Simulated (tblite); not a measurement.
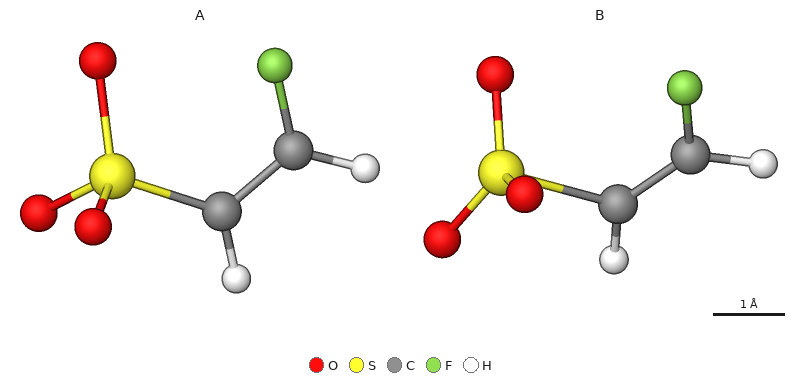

Two geometries of C2H2FO3S (multiplicity 2), drawn at one scale. One is the start of a relaxation, the other its converged end. The picture is a ball-and-stick view, seen at a tilt.

These are results of GFN2-xTB geometry optimisation, gas phase in tblite 0.8.0, not measurements. 

Question: Which geometry has the lower energy?

Answer: Structure B is the relaxed one. The atom that moves furthest after the best rigid fit is an O atom (0.64 Å). By element the largest moves are O 0.64 Å, H 0.59 Å, F 0.59 Å, C 0.21 Å, S 0.16 Å. Among the contacts that change: O–S 1.641 → 1.437 Å, C–S 1.739 → 1.886 Å, O–S 1.520 → 1.437 Å, O–S 1.493 → 1.440 Å. Bond angles that change, for instance: O–S–C 115.0° → 99.2°, C–C–H 117.0° → 130.6°, O–S–O 104.8° → 117.3°. Groups turn about C–S by about 40°. Over 72 geometry steps the energy falls by 1.374 eV.
